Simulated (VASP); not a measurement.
Band structure of Na (bcc). Computed with AM05 GGA, VASP's PBE PAW potentials (set 64) (plane waves; VASP).

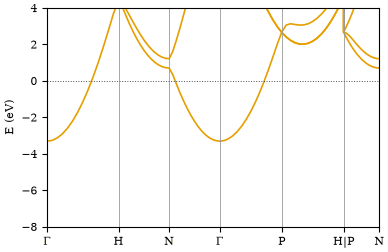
Fig. 1. Bands along high-symmetry lines, zero at the valence-band maximum or, without a gap, the Fermi level

Question: Read the plot: is there a gap, and where are the band edges?

Answer: It has no gap at this level: it comes out as a metal or semimetal. (Edges off the drawn lines would not show.)

The compound is Na in the bcc structure. It was relaxed first.
